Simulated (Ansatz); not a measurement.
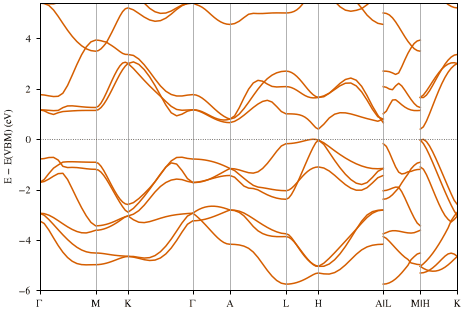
Fig. 1. Band structure from the program Ansatz at the r²SCAN+D4 level (PAW)

### Question
Read off the gap and where the band edges lie.

### Answer
About 0.4 eV (0.40 eV by a search for the band edges); maximum on the H–K line, 6 % of the way from H, minimum at H.

The material is Te (trigonal Se type, P3_121).

The cell was relaxed with r²SCAN+D4 under the symmetry of its start. Spin–orbit coupling is left out wherever it is not named.

Potentials: the earlier of the program's two PAW sets.
